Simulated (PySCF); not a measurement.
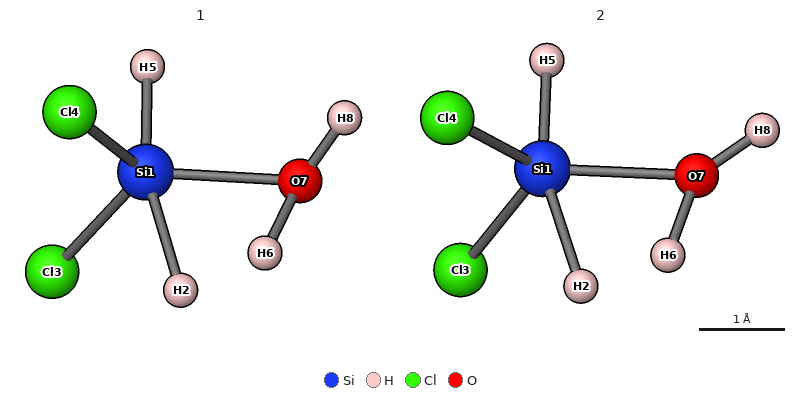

Two geometries of SiH₄OCl₂, drawn at one scale. One is the start of a relaxation, the other its converged end. The picture is a ball-and-stick view, seen at a tilt.

Level of theory: RKS PBE0-D4/def2-TZVP, partitioned rational-function steps on a Bofill-updated Hessian in PySCF. 

Question: Which of the two is the end point?

Answer: Structure 1 is the relaxed one. The reaction that was planned forms Si1–O7, H2–H6 and breaks Si1–H2, H6–O7 (atoms numbered from 1 in input order). H8 moves most after the best rigid fit: 0.47 Å. Largest moves by element: H 0.47 Å, Cl 0.27 Å, O 0.18 Å, Si 0.09 Å. Among the contacts that change: Si1–Cl3 2.080 → 2.062 Å, H6–O7 1.141 → 1.156 Å, Si1–Cl4 2.080 → 2.067 Å, Si1–H5 1.489 → 1.480 Å. Bond angles that change, for instance: H6–O7–H8 144.1° → 125.5°, Si1–O7–H8 138.7° → 120.6°, Si1–O7–H6 77.2° → 72.6°. The energy falls by 6.23 kJ/mol in 23 geometry steps. Cost: 3.6 min on 4 threads of Intel Xeon 6975P-C, on a shared host.
